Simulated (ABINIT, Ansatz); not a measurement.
# A GW chain in ABINIT: Cl (Cmce), part 2 of 3

How does a plane-wave GW calculation on Cl (Cmce) run from the first input to the gap?

ABINIT 10.8.3; PBE and many-body steps on it, plane waves. Known limits of the many-body steps: not at the basis limit; coarse k mesh.

So far. Step 2 (Ground state): The gap is indirect, with the least direct gap 0.06 eV higher.

**3. Bands along the symmetry lines**

Level of this step: DFT, PBE, plane waves, norm-conserving pseudopotentials (ABINIT).

Levels along a band path, at the cheap level, show where the edges lie and whether the meshes to come will hold them.

File run.abi:

```
acell 3*1.0 Angstrom
rprim 
  3.145000000000 -2.250000000000 0.000000000000
  3.145000000000 2.250000000000 0.000000000000
  0.000000000000 0.000000000000 8.210000000000
ntypat 1
znucl 17
natom 4
typat 1 1 1 1
xred 
  0.870000000000 0.130000000000 0.100000000000
  0.630000000000 0.370000000000 0.600000000000
  0.130000000000 0.870000000000 0.900000000000
  0.370000000000 0.630000000000 0.400000000000
pp_dirpath "pseudos"
pseudos "Cl.upf"
ecut 25
iscf -2
irdden 1
kptopt 0
nkpt 92
kpt 
  0.00000000 0.00000000 0.00000000
  0.06250000 0.06250000 0.00000000
  0.12500000 0.12500000 0.00000000
  0.18750000 0.18750000 0.00000000
  0.25000000 0.25000000 0.00000000
  0.31250000 0.31250000 0.00000000
  0.37500000 0.37500000 0.00000000
  0.43750000 0.43750000 0.00000000
  0.50000000 0.50000000 0.00000000
  0.48474461 0.51525539 0.00000000
  0.46948923 0.53051077 0.00000000
  0.45423384 0.54576616 0.00000000
  0.43897845 0.56102155 0.00000000
  0.42372307 0.57627693 0.00000000
  0.40846768 0.59153232 0.00000000
  0.39321230 0.60678770 0.00000000
  0.37795691 0.62204309 0.00000000
  -0.37795691 0.37795691 0.00000000
  -0.33071230 0.33071230 0.00000000
  -0.28346768 0.28346768 0.00000000
  -0.23622307 0.23622307 0.00000000
  -0.18897845 0.18897845 0.00000000
  -0.14173384 0.14173384 0.00000000
  -0.09448923 0.09448923 0.00000000
  -0.04724461 0.04724461 0.00000000
  0.00000000 0.00000000 0.00000000
  0.00000000 0.00000000 0.06250000
  0.00000000 0.00000000 0.12500000
  0.00000000 0.00000000 0.18750000
  0.00000000 0.00000000 0.25000000
  0.00000000 0.00000000 0.31250000
  0.00000000 0.00000000 0.37500000
  0.00000000 0.00000000 0.43750000
  0.00000000 0.00000000 0.50000000
  -0.04724461 0.04724461 0.50000000
  -0.09448923 0.09448923 0.50000000
  -0.14173384 0.14173384 0.50000000
  -0.18897845 0.18897845 0.50000000
  -0.23622307 0.23622307 0.50000000
  -0.28346768 0.28346768 0.50000000
  -0.33071230 0.33071230 0.50000000
  -0.37795691 0.37795691 0.50000000
  0.37795691 0.62204309 0.50000000
  0.39321230 0.60678770 0.50000000
  0.40846768 0.59153232 0.50000000
  0.42372307 0.57627693 0.50000000
  0.43897845 0.56102155 0.50000000
  0.45423384 0.54576616 0.50000000
  0.46948923 0.53051077 0.50000000
  0.48474461 0.51525539 0.50000000
  0.50000000 0.50000000 0.50000000
  0.50000000 0.50000000 0.43750000
  0.50000000 0.50000000 0.37500000
  0.50000000 0.50000000 0.31250000
  0.50000000 0.50000000 0.25000000
  0.50000000 0.50000000 0.18750000
  0.50000000 0.50000000 0.12500000
  0.50000000 0.50000000 0.06250000
  0.50000000 0.50000000 0.00000000
  0.00000000 0.00000000 0.00000000
  0.00000000 0.06250000 0.00000000
  0.00000000 0.12500000 0.00000000
  0.00000000 0.18750000 0.00000000
  0.00000000 0.25000000 0.00000000
  0.00000000 0.31250000 0.00000000
  0.00000000 0.37500000 0.00000000
  0.00000000 0.43750000 0.00000000
  0.00000000 0.50000000 0.00000000
  0.00000000 0.50000000 0.06250000
  0.00000000 0.50000000 0.12500000
  0.00000000 0.50000000 0.18750000
  0.00000000 0.50000000 0.25000000
  0.00000000 0.50000000 0.31250000
  0.00000000 0.50000000 0.37500000
  0.00000000 0.50000000 0.43750000
  0.00000000 0.50000000 0.50000000
  0.00000000 0.43750000 0.50000000
  0.00000000 0.37500000 0.50000000
  0.00000000 0.31250000 0.50000000
  0.00000000 0.25000000 0.50000000
  0.00000000 0.18750000 0.50000000
  0.00000000 0.12500000 0.50000000
  0.00000000 0.06250000 0.50000000
  0.00000000 0.00000000 0.50000000
  0.06250000 0.06250000 0.50000000
  0.12500000 0.12500000 0.50000000
  0.18750000 0.18750000 0.50000000
  0.25000000 0.25000000 0.50000000
  0.31250000 0.31250000 0.50000000
  0.37500000 0.37500000 0.50000000
  0.43750000 0.43750000 0.50000000
  0.50000000 0.50000000 0.50000000
istwfk *1
nband 21
nbdbuf 2
tolwfr 1e-08
nstep 40
prtwf 0
prtvol 0
indata_prefix "in"
outdata_prefix "out"
tmpdata_prefix "tmp"
```

On the command line:

```sh
> OMP_NUM_THREADS=1 mpirun -n 4 abinit run.abi > log
```

Numbers of over 12 decimals in the logs are rounded to 6 here.

The program printed:

```text
.Version 10.8.3 of ABINIT. v10.8.2 released Aug 2026.

 Symmetries : space group Cm c a (# 64); Bravais oC (1-face-center ortho.)
[... echo of the input left out ...]
== DATASET  1 ==================================================================
-   mpi_nproc: 4, omp_nthreads: 1 (-1 if OMP is not activated)

--- !DatasetInfo
iteration_state: {dtset: 1, }
dimensions: {natom: 4, nkpt: 92, mband: 21, nsppol: 1, nspinor: 1, nspden: 1, mpw: 4726, }
cutoff_energies: {ecut:  25.0, pawecutdg:  -1.0, }
electrons: {nelect:   2.80000000E+01, charge:   0.00000000E+00, occopt:   1.00000000E+00, tsmear:   1.00000000E-02, }

 Real(R)+Recip(G) space primitive vectors, cartesian coordinates (Bohr,Bohr^-1):
 R(1)=  5.9431887 -4.2518838  0.0000000  G(1)=  0.0841299 -0.1175949  0.0000000
 R(2)=  5.9431887  4.2518838  0.0000000  G(2)=  0.0841299  0.1175949  0.0000000
 R(3)=  0.0000000  0.0000000 15.5146515  G(3)=  0.0000000  0.0000000  0.0644552
 Unit cell volume ucvol=  7.8410265E+02 bohr^3
 Angles (23,13,12)=  9.00000000E+01  9.00000000E+01  7.11614758E+01 degrees

 getcut: wavevector=  0.0000  0.0000  0.0000  ngfft=  36  36  72
         ecut(hartree)=     25.000   => boxcut(ratio)=   2.06184

--- Pseudopotential description ------------------------------------------------
- Cl Generated using ONCVPSP code by D. R. Hamann
- 17.00000   7.00000  171031                  znucl, zion, pspdat
12 -101130 2 -1 1028                          pspcod,pspxc,lmax,lloc,mmax
     nproj     2     2     2
  pspatm : epsatm=    9.12776517
         --- l  ekb(1:nproj) -->
             0    8.139296    0.698720
             1    3.821713    1.107519
             2   -2.938609   -0.805455
 pspatm: atomic psp has been read  and splines computed

--------------------------------------------------------------------------------

================================================================================
 prteigrs : about to open file out_EIG
 Non-SCF case, kpt    1 (  0.00000  0.00000  0.00000), residuals and eigenvalues=
  9.10E-09  4.36E-09  3.03E-09  2.84E-09  2.33E-09  3.46E-09  6.47E-09  4.11E-09
  2.64E-09  3.58E-09  8.63E-09  6.28E-09  3.92E-09  5.99E-09  2.47E-09  8.22E-09
  9.45E-09  7.05E-09  9.02E-09  1.59E-05  1.13E-05
 -6.4091E-01 -6.3353E-01 -4.9406E-01 -4.7435E-01 -2.2600E-01 -1.9657E-01
 -1.2661E-01 -1.2203E-01 -1.0941E-01 -1.0909E-01 -5.6008E-02 -4.5071E-02
 -3.5652E-02 -3.2335E-02  6.0461E-02  8.1125E-02  2.2390E-01  2.4601E-01
[...]
Non-SCF case, kpt    2 (  0.06250  0.06250  0.00000), residuals and eigenvalues=
  8.20E-09  9.68E-09  3.71E-09  9.17E-09  7.66E-09  2.11E-09  3.67E-09  3.61E-09
[...]
5.04E-09  8.87E-09  9.11E-09  2.42E-05  3.23E-05
[...]
Non-SCF case, kpt    3 (  0.12500  0.12500  0.00000), residuals and eigenvalues=
[...]
2.71E-09  8.35E-09  2.97E-09  8.64E-06  3.91E-04
[...]
Non-SCF case, kpt   91 (  0.43750  0.43750  0.50000), residuals and eigenvalues=
[...]
Non-SCF case, kpt   92 (  0.50000  0.50000  0.50000), residuals and eigenvalues=
[...]
-1.6293E-01 -1.6293E-01 -1.3168E-01 -1.3168E-01 -5.6040E-02 -5.6040E-02
 -4.7061E-02 -4.7061E-02  6.4366E-02  6.4366E-02  2.9807E-01  2.9807E-01
[...]
--- !ResultsGS
iteration_state: {dtset: 1, }
comment   : Summary of ground state results
lattice_vectors:
- [  5.9431887,  -4.2518838,   0.0000000, ]
- [  5.9431887,   4.2518838,   0.0000000, ]
- [  0.0000000,   0.0000000,  15.5146515, ]
lattice_lengths: [   7.30753,    7.30753,   15.51465, ]
lattice_angles: [ 90.000,  90.000,  71.161, ] # degrees, (23, 13, 12)
lattice_volume:   7.8410265E+02
convergence: {deltae:  0.000E+00, res2:  0.000E+00, residm:  9.980E-09, diffor:  0.000E+00, }
etotal    :  -6.55896272E+01
entropy   :   0.00000000E+00
fermie    :  -3.02756789E-02
cartesian_stress_tensor: null
pressure_GPa: null
xred      :
- [  8.7000E-01,   1.3000E-01,   1.0000E-01, Cl]
- [  6.3000E-01,   3.7000E-01,   6.0000E-01, Cl]
- [  1.3000E-01,   8.7000E-01,   9.0000E-01, Cl]
- [  3.7000E-01,   6.3000E-01,   4.0000E-01, Cl]
cartesian_forces: null
force_length_stats: {min: null, max: null, mean: null, }

 Integrated electronic density in atomic spheres:
 ------------------------------------------------
 Atom  Sphere_radius  Integrated_density
[...]
================================================================================

 ----iterations are completed or convergence reached----

 Mean square residual over all n,k,spin=   54.933E-10; max=  99.800E-10
 reduced coordinates (array xred) for    4 atoms
[...]
0.130000000000      0.870000000000      0.900000000000
       0.370000000000      0.630000000000      0.400000000000

 cartesian coordinates (angstrom) at end:
    1      3.145000    -1.665000     0.821000
    2      3.145000    -0.585000     4.926000
    3      3.145000     1.665000     7.389000
    4      3.145000     0.585000     3.284000
 length scales=  1.889726125908  1.889726125908  1.889726125908 bohr
              =  1.000000000000  1.000000000000  1.000000000000 angstroms
 prteigrs : about to open file out_EIG
 Eigenvalues (hartree) for nkpt=  92  k points:
 kpt#   1, nband= 21, wtk=  1.00000, kpt=  0.0000  0.0000  0.0000 (reduced coord)
[...]
kpt#   2, nband= 21, wtk=  1.00000, kpt=  0.0625  0.0625  0.0000 (reduced coord)
[...]
kpt#   3, nband= 21, wtk=  1.00000, kpt=  0.1250  0.1250  0.0000 (reduced coord)
[...]
kpt#  91, nband= 21, wtk=  1.00000, kpt=  0.4375  0.4375  0.5000 (reduced coord)
[...]
0.29925    0.29925    0.33074    0.33075    0.34904
 kpt#  92, nband= 21, wtk=  1.00000, kpt=  0.5000  0.5000  0.5000 (reduced coord)
  -0.62997   -0.62997   -0.48167   -0.48167   -0.21248   -0.21248   -0.16293   -0.16293
  -0.13168   -0.13168   -0.05604   -0.05604   -0.04706   -0.04706    0.06437    0.06437
   0.29807    0.29807    0.33103    0.33104    0.34782

== END DATASET(S) ==============================================================
================================================================================

 -outvars: echo values of variables after computation  --------
            nband          21
             nkpt          92
          spgroup          64
 [... the other variables as echoed above ...]

 Calculation completed.
```

Run time: 87 s. Hardware: 4 MPI ranks of Intel Xeon Platinum 8259CL at 2.50GHz (Skylake/Cascade Lake), shared host; peak memory 0.42 GiB; 5.8 min of CPU time.

This step gave:

- gap: 2.457 eV
- k of the valence top: 0.5, 0.5, 0
- k of the conduction bottom: -0.0945, 0.0945, 0
- least direct gap: 2.515 eV

The gap is 2.457 eV, −0.012 eV from the run before at this level.

The electronic bands at the labelled points (eV, zero at the top of the highest filled band):

| point | band 11 | band 12 | band 13 | band 14 | band 15 | band 16 | band 17 | band 18 |
| --- | --- | --- | --- | --- | --- | --- | --- | --- |
| Γ | -0.70 | -0.40 | -0.15 | -0.06 | 2.47 | 3.03 | 6.92 | 7.52 |
| Y | -0.96 | -0.89 | -0.36 | 0.00 | 2.55 | 2.74 | 8.58 | 8.67 |
| F0 | -0.84 | -0.66 | -0.21 | -0.01 | 2.60 | 2.78 | 8.52 | 9.16 |
| jump to Δ0 | -0.84 | -0.66 | -0.21 | -0.01 | 2.60 | 2.78 | 8.52 | 9.16 |
| Γ | -0.70 | -0.40 | -0.15 | -0.06 | 2.47 | 3.03 | 6.92 | 7.52 |
| Z | -0.64 | -0.64 | -0.10 | -0.10 | 2.67 | 2.67 | 7.46 | 7.46 |
| B0 | -0.41 | -0.41 | -0.40 | -0.40 | 2.68 | 2.68 | 9.21 | 9.21 |
| jump to G0 | -0.41 | -0.41 | -0.40 | -0.40 | 2.68 | 2.68 | 9.21 | 9.21 |
| T | -0.70 | -0.70 | -0.46 | -0.46 | 2.58 | 2.58 | 8.93 | 8.93 |
| Y | -0.96 | -0.89 | -0.36 | 0.00 | 2.55 | 2.74 | 8.58 | 8.67 |
| jump to Γ | -0.70 | -0.40 | -0.15 | -0.06 | 2.47 | 3.03 | 6.92 | 7.52 |
| S | -0.51 | -0.51 | -0.15 | -0.15 | 2.85 | 2.85 | 8.30 | 8.30 |
| R | -0.43 | -0.43 | 0.00 | 0.00 | 2.75 | 2.75 | 8.52 | 8.52 |
| Z | -0.64 | -0.64 | -0.10 | -0.10 | 2.67 | 2.67 | 7.46 | 7.46 |
| T | -0.70 | -0.70 | -0.46 | -0.46 | 2.58 | 2.58 | 8.93 | 8.93 |

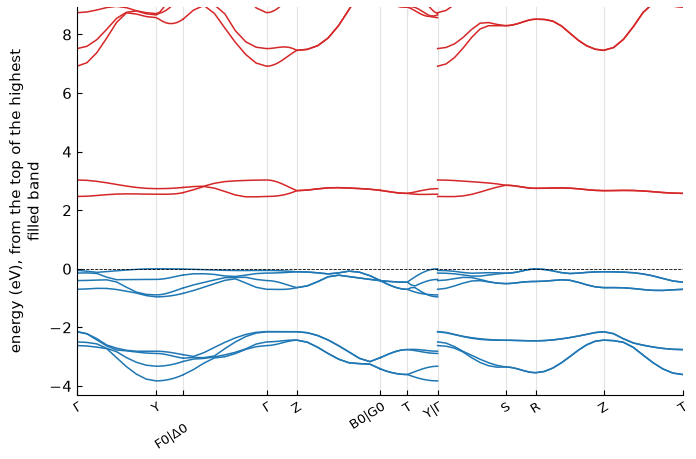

Electronic bands along the path; lines of filled and empty bands in two colours.

**4. Empty states on the mesh, 4×4×1 mesh, 76 bands**

The sums over transitions need many empty states on a uniform mesh; this step solves for them.

File run.abi:

```
acell 3*1.0 Angstrom
rprim 
  3.145000000000 -2.250000000000 0.000000000000
  3.145000000000 2.250000000000 0.000000000000
  0.000000000000 0.000000000000 8.210000000000
ntypat 1
znucl 17
natom 4
typat 1 1 1 1
xred 
  0.870000000000 0.130000000000 0.100000000000
  0.630000000000 0.370000000000 0.600000000000
  0.130000000000 0.870000000000 0.900000000000
  0.370000000000 0.630000000000 0.400000000000
pp_dirpath "pseudos"
pseudos "Cl.upf"
ecut 25
ngkpt 4 4 1
nshiftk 1
shiftk 0 0 0
kptopt 1
chksymbreak 0
iscf -2
irdden 1
istwfk *1
nband 76
nbdbuf 6
tolwfr 1e-09
nstep 60
prtvol 0
indata_prefix "in"
outdata_prefix "out"
tmpdata_prefix "tmp"
```

The program printed:

```text
.Version 10.8.3 of ABINIT. v10.8.2 released Aug 2026.

 Symmetries : space group Cm c a (# 64); Bravais oC (1-face-center ortho.)
[... echo of the input left out ...]
== DATASET  1 ==================================================================
-   mpi_nproc: 4, omp_nthreads: 1 (-1 if OMP is not activated)

--- !DatasetInfo
iteration_state: {dtset: 1, }
dimensions: {natom: 4, nkpt: 7, mband: 76, nsppol: 1, nspinor: 1, nspden: 1, mpw: 4689, }
cutoff_energies: {ecut:  25.0, pawecutdg:  -1.0, }
electrons: {nelect:   2.80000000E+01, charge:   0.00000000E+00, occopt:   1.00000000E+00, tsmear:   1.00000000E-02, }

 Real(R)+Recip(G) space primitive vectors, cartesian coordinates (Bohr,Bohr^-1):
 R(1)=  5.9431887 -4.2518838  0.0000000  G(1)=  0.0841299 -0.1175949  0.0000000
 R(2)=  5.9431887  4.2518838  0.0000000  G(2)=  0.0841299  0.1175949  0.0000000
 R(3)=  0.0000000  0.0000000 15.5146515  G(3)=  0.0000000  0.0000000  0.0644552
 Unit cell volume ucvol=  7.8410265E+02 bohr^3
 Angles (23,13,12)=  9.00000000E+01  9.00000000E+01  7.11614758E+01 degrees

 getcut: wavevector=  0.0000  0.0000  0.0000  ngfft=  36  36  72
         ecut(hartree)=     25.000   => boxcut(ratio)=   2.06184

--- Pseudopotential description ------------------------------------------------
- Cl Generated using ONCVPSP code by D. R. Hamann
- 17.00000   7.00000  171031                  znucl, zion, pspdat
12 -101130 2 -1 1028                          pspcod,pspxc,lmax,lloc,mmax
     nproj     2     2     2
  pspatm : epsatm=    9.12776517
         --- l  ekb(1:nproj) -->
             0    8.139296    0.698720
             1    3.821713    1.107519
             2   -2.938609   -0.805455
 pspatm: atomic psp has been read  and splines computed

--------------------------------------------------------------------------------

================================================================================
 prteigrs : about to open file out_EIG
 Non-SCF case, kpt    1 (  0.00000  0.00000  0.00000), residuals and eigenvalues=
  4.13E-10  2.87E-10  1.84E-10  5.84E-10  8.97E-10  3.26E-10  1.68E-10  8.43E-10
  7.27E-10  6.54E-10  9.15E-10  2.18E-10  5.04E-10  2.52E-10  8.51E-10  1.68E-10
  2.99E-10  4.29E-10  5.83E-10  6.45E-10  3.85E-10  8.10E-10  2.13E-10  4.02E-10
[...]
9.38E-07  1.53E-06  1.01E-04  2.64E-04
 -6.4091E-01 -6.3353E-01 -4.9406E-01 -4.7435E-01 -2.2600E-01 -1.9657E-01
 -1.2661E-01 -1.2203E-01 -1.0941E-01 -1.0909E-01 -5.6008E-02 -4.5071E-02
 -3.5652E-02 -3.2335E-02  6.0461E-02  8.1125E-02  2.2390E-01  2.4601E-01
[...]
1.0466E+00  1.0525E+00  1.0528E+00  1.0545E+00  1.0783E+00  1.1034E+00
  1.1534E+00  1.1584E+00  1.1625E+00  1.1677E+00  1.1935E+00  1.2417E+00
  1.2443E+00  1.2472E+00  1.2692E+00  1.2727E+00
 prteigrs : prtvol=0 or 1, do not print more k-points.

--- !ResultsGS
iteration_state: {dtset: 1, }
comment   : Summary of ground state results
lattice_vectors:
- [  5.9431887,  -4.2518838,   0.0000000, ]
- [  5.9431887,   4.2518838,   0.0000000, ]
- [  0.0000000,   0.0000000,  15.5146515, ]
lattice_lengths: [   7.30753,    7.30753,   15.51465, ]
lattice_angles: [ 90.000,  90.000,  71.161, ] # degrees, (23, 13, 12)
lattice_volume:   7.8410265E+02
convergence: {deltae:  0.000E+00, res2:  0.000E+00, residm:  9.990E-10, diffor:  0.000E+00, }
etotal    :  -6.55896272E+01
entropy   :   0.00000000E+00
fermie    :  -3.02756789E-02
cartesian_stress_tensor: null
pressure_GPa: null
xred      :
- [  8.7000E-01,   1.3000E-01,   1.0000E-01, Cl]
- [  6.3000E-01,   3.7000E-01,   6.0000E-01, Cl]
- [  1.3000E-01,   8.7000E-01,   9.0000E-01, Cl]
- [  3.7000E-01,   6.3000E-01,   4.0000E-01, Cl]
cartesian_forces: null
force_length_stats: {min: null, max: null, mean: null, }

 Integrated electronic density in atomic spheres:
 ------------------------------------------------
 Atom  Sphere_radius  Integrated_density
[...]
================================================================================

 ----iterations are completed or convergence reached----

 Mean square residual over all n,k,spin=   48.990E-11; max=  99.903E-11
 reduced coordinates (array xred) for    4 atoms
[...]
0.130000000000      0.870000000000      0.900000000000
       0.370000000000      0.630000000000      0.400000000000

 cartesian coordinates (angstrom) at end:
    1      3.145000    -1.665000     0.821000
    2      3.145000    -0.585000     4.926000
    3      3.145000     1.665000     7.389000
    4      3.145000     0.585000     3.284000
 length scales=  1.889726125908  1.889726125908  1.889726125908 bohr
              =  1.000000000000  1.000000000000  1.000000000000 angstroms
 prteigrs : about to open file out_EIG
 Eigenvalues (hartree) for nkpt=   7  k points:
 kpt#   1, nband= 76, wtk=  0.06250, kpt=  0.0000  0.0000  0.0000 (reduced coord)
[...]
0.97991    0.98247    1.00826    1.03179    1.04658    1.05247    1.05278    1.05451
   1.07832    1.10343    1.15343    1.15839    1.16248    1.16774    1.19350    1.24169
   1.24430    1.24721    1.26921    1.27272
 prteigrs : prtvol=0 or 1, do not print more k-points.

== END DATASET(S) ==============================================================
================================================================================

 -outvars: echo values of variables after computation  --------
            nband          76
             nkpt           7
          spgroup          64
 [... the other variables as echoed above ...]

 Calculation completed.
```

Wall time 50 s (4 MPI ranks); peak memory 0.34 GiB.

This step gave:

```yaml
gap: 2.469 eV
k_of_the_valence_top: 0.5, 0.5, 0
k_of_the_conduction_bottom: 0, 0, 0
least_direct_gap: 2.525 eV
k_points_computed: 7
lowest_point_of_the_top_converged_band_above_the_valence_top: 32.60 eV
```

On this mesh the gap is 2.469 eV.

(Part 2 of 3 ends here.)

[Paths, hosts, dates, memory and timing lines, banners, echoed tables and standing remarks are left out of the program output.]

[Logs are printed without paths, hosts, clocks, repeated set-up lines and the standing remarks that a program may print on its own settings, such as how far it seeks lower states.]

[Runs of the session that timed out or met a known fault of the program may be left out.]

[Hosts, paths, dates, database ids (printed as entryN), source tags and the programs' standing remarks are cut or masked in the printed files.]

[G0W0 gaps are taken among the corrected bands and points alone; a level outside them can change the order at an edge.]

[Where Ansatz stands beside ABINIT at settings called matched, ABINIT's density can come from a denser mesh and the files from another edition; pairs whose starting gaps differed by over 0.03 eV were left out, so agreement reads better than it is.]
